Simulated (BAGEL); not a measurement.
# BH3O (SMILES BO) at B3LYP/6-31G(d) (density fitting with qzvpp-jkfit, spherical functions)

What is the energy change on altering one bond length of BH3O at B3LYP/6-31G* (density fitting with qzvpp-jkfit, spherical functions)? 

The calculation is run with BAGEL 1.2.2.

### 1 The structure to begin with

BH3O: 5 atoms, total charge 0, spin state singlet. SMILES: `BO`. The shape is that of a PBE0-D4/def2-TZVP optimisation.

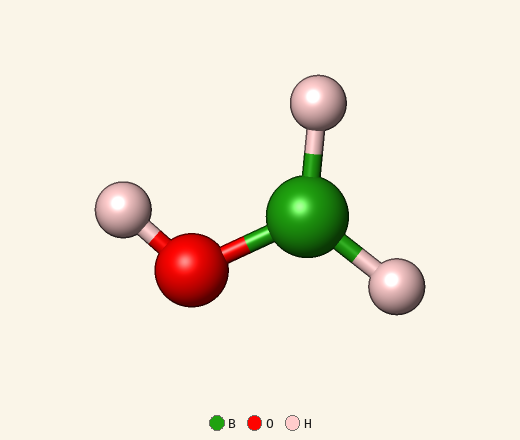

Viewed from a chosen angle; boron green, oxygen red, hydrogen pink.

### 2 The energy at B3LYP/6-31G(d) (density fitting with qzvpp-jkfit, spherical functions)

input.json

```json
{ "bagel" : [

{
  "title" : "molecule",
  "basis" : "6-31gs.json",
  "df_basis" : "qzvpp-jkfit",
  "angstrom" : true,
  "geometry" : [
    { "atom" : "B", "xyz" : [      -0.226600,      -0.352800,       0.074700 ] },
    { "atom" : "O", "xyz" : [       0.413500,       0.801800,       0.345900 ] },
    { "atom" : "H", "xyz" : [      -0.820300,      -0.865500,       0.977800 ] },
    { "atom" : "H", "xyz" : [      -0.190600,      -0.828900,      -1.028100 ] },
    { "atom" : "H", "xyz" : [       0.874000,       1.171800,      -0.411700 ] }
  ]
},

{
  "title" : "ks",
  "xc_func" : "b3lyp"
},

{
  "title" : "print",
  "file" : "orbitals.molden",
  "orbitals" : true
}

]}
```

The basis set 6-31G* is read from a file made from the Basis Set Exchange's data (not shown).

Launch:

```sh
BAGEL_NUM_THREADS=1 BAGEL input.json > input.out
```

The program printed:

```text
* using 1 threads per process

  ===============================================================
  ===============================================================

  *** Geometry ***

  { "atom" : "B", "xyz" : [     -0.428212,     -0.666695,      0.141163 ] },
  { "atom" : "O", "xyz" : [      0.781402,      1.515182,      0.653656 ] },
  { "atom" : "H", "xyz" : [     -1.550142,     -1.635558,      1.847774 ] },
  { "atom" : "H", "xyz" : [     -0.360182,     -1.566394,     -1.942827 ] },
  { "atom" : "H", "xyz" : [      1.651621,      2.214381,     -0.778000 ] },

  Number of auxiliary basis functions:      206

  Since a DF basis is specified, we compute 2- and 3-index integrals:
    o Being stored without compression. Storage requirement is 0.002 GB

  Number of basis functions:       34
  Number of electrons      :       16

    * METHOD: MOLECULE                             0.05

  *** Kohn-Sham DFT ***

    * Removing 7142 points whose weight is below 1.00e-10
    * Grid points: 67388

  === Nuclear Repulsion ===
    30.4046879546

       - DIIS with orbital gradients will be used.

  === KS iteration (b3lyp / 6-31gs.json) ===
      0        -89.32862733          0.22503335           0.11
      1        -85.23616938          0.19015893           0.09
      2        -89.08895954          0.23385533           0.08
      3        -99.80950314          0.15601618           0.08
      4       -100.68120044          0.12058510           0.08
      5       -101.22849369          0.09118654           0.08
      6       -101.72417270          0.04787726           0.08
      7       -101.88123904          0.01824586           0.08
      8       -101.90463460          0.00112116           0.08
      9       -101.90471919          0.00016324           0.09
     10       -101.90472084          0.00002760           0.09
     11       -101.90472089          0.00000445           0.08
     12       -101.90472089          0.00000022           0.09
     13       -101.90472089          0.00000003           0.09
     14       -101.90472089          0.00000001           0.09
    * SCF iteration converged.

    * Permanent dipole moment:
           (   -0.323630,    -0.261815,     0.529033) a.u.

    * METHOD: KS                                   1.53

    * METHOD: PRINT                                0.00

  ===============================================================
```

Wall time 1.8 s (1 thread of Arm Neoverse N1, shared host); peak memory 0.13 GiB.

### 3 The distorted shape at the same level

dft.json

```json
{ "bagel" : [

{
  "title" : "molecule",
  "basis" : "6-31gs.json",
  "df_basis" : "qzvpp-jkfit",
  "angstrom" : true,
  "geometry" : [
    { "atom" : "B", "xyz" : [      -0.269800,       0.218525,       1.398071 ] },
    { "atom" : "O", "xyz" : [       0.370300,       1.373125,       1.669271 ] },
    { "atom" : "H", "xyz" : [      -0.863500,      -0.294175,       2.301171 ] },
    { "atom" : "H", "xyz" : [      -0.190600,      -0.828900,      -1.028100 ] },
    { "atom" : "H", "xyz" : [       0.830800,       1.743125,       0.911671 ] }
  ]
},

{ "title" : "ks", "xc_func" : "b3lyp" },

{ "title" : "print", "file" : "orbitals.molden", "orbitals" : true }

]}
```

The basis set 6-31G* is read from a file made from the Basis Set Exchange's data (not shown).

Launch:

```sh
BAGEL_NUM_THREADS=1 BAGEL dft.json > dft.out
```

The program printed:

```text
* using 1 threads per process

  ===============================================================
  ===============================================================

  *** Geometry ***

  { "atom" : "B", "xyz" : [     -0.509848,      0.412952,      2.641971 ] },
  { "atom" : "O", "xyz" : [      0.699766,      2.594830,      3.154465 ] },
  { "atom" : "H", "xyz" : [     -1.631779,     -0.555910,      4.348583 ] },
  { "atom" : "H", "xyz" : [     -0.360182,     -1.566394,     -1.942827 ] },
  { "atom" : "H", "xyz" : [      1.569984,      3.294029,      1.722809 ] },

  Number of auxiliary basis functions:      206

  Since a DF basis is specified, we compute 2- and 3-index integrals:
    o Being stored without compression. Storage requirement is 0.002 GB

  Number of basis functions:       34
  Number of electrons      :       16

    * METHOD: MOLECULE                             0.05

  *** Kohn-Sham DFT ***

    * Removing 6097 points whose weight is below 1.00e-10
    * Grid points: 68433

  === Nuclear Repulsion ===
    28.3274224643

       - DIIS with orbital gradients will be used.

  === KS iteration (b3lyp / 6-31gs.json) ===
      0        -89.12489622          0.22311040           0.12
      1        -85.50864643          0.17613016           0.10
      2        -89.42606292          0.22575405           0.09
      3        -98.72664513          0.16037515           0.09
      4        -98.71139726          0.13478269           0.09
      5       -100.43276972          0.10723162           0.09
      6       -101.34423135          0.06942765           0.09
      7       -101.22579863          0.05796452           0.09
      8       -101.70013013          0.01801217           0.09
      9       -101.74343723          0.00339142           0.09
     10       -101.74425426          0.00191899           0.09
     11       -101.74470709          0.00105181           0.09
     12       -101.74488503          0.00014095           0.09
     13       -101.74488797          0.00002397           0.09
     14       -101.74488801          0.00000263           0.09
     15       -101.74488801          0.00000017           0.09
     16       -101.74488801          0.00000009           0.09
     17       -101.74488801          0.00000003           0.09
     18       -101.74488801          0.00000000           0.09
    * SCF iteration converged.

    * Permanent dipole moment:
           (   -0.333177,    -0.755179,    -0.459177) a.u.

    * METHOD: KS                                   1.96

    * METHOD: PRINT                                0.00

  ===============================================================
```

Run time: 2.2 s. Hardware: 1 thread of Arm Neoverse N1, shared host; peak memory 0.13 GiB.

### 4 Summary of results

Level: B3LYP/6-31G* (density fitting with qzvpp-jkfit, spherical functions).

| quantity | value |
| --- | --- |
| first shape: total energy | -101.90472 Eh |
| first shape: dipole moment | 1.71 D |
| first shape: HOMO energy | -8.42 eV |
| first shape: LUMO energy | -0.05 eV |
| first shape: HOMO–LUMO gap | 8.37 eV |
| distorted shape: total energy | -101.74489 Eh |
| distorted shape: dipole moment | 2.40 D |
| distorted shape: HOMO energy | -6.01 eV |
| distorted shape: LUMO energy | -2.31 eV |
| distorted shape: HOMO–LUMO gap | 3.71 eV |
| energy change with the B1–H4 bond stretched from 1.202 to 2.644 Å | 4.349 eV |

**Reading.** With the B1–H4 bond stretched from 1.202 to 2.644 Å the energy rises by 4.35 eV (100 kcal/mol). The first shape isn't relaxed at this level, so the change isn't measured from a minimum. A restricted reference can't describe the breaking bond well at this length.
